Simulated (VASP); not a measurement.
Band structure of AlPPt5 (space group P4/mmm). All values below come from PBEsol GGA, VASP's PBE PAW potentials (set 64) (plane waves; VASP).

Unless said otherwise, spin-orbit coupling is left out, though it shifts the bands of the heavy elements here.

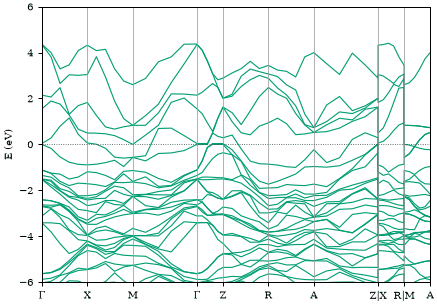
*Bands along high-symmetry lines, zero at the valence-band maximum or, without a gap, the Fermi level*

Q: Read the plot: is there a gap, and where are the band edges?

A: It has no gap at this level: it comes out as a metal or semimetal.

The structure comes from a computed database's AlPPt5 entry (P4/mmm); how it stands against other phases isn't given here. The cell was not relaxed at this level.
